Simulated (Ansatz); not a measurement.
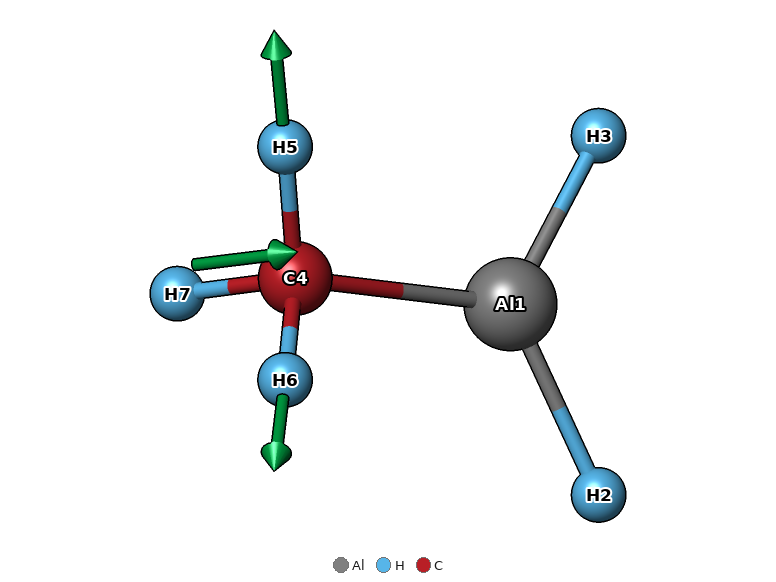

The arrows show one normal mode. Harmonic vibrations computed with RKS PBE0-D4/def2-TZVP (Ansatz 0.2.0) at a stationary point of the same level.

Describe the motion.

Answer. Mostly out-of-phase stretching of 3 C–H bonds.

At what wavenumber does it lie?

Answer. 3105 cm⁻¹; it is mode 14 of 15 counted from the lowest.
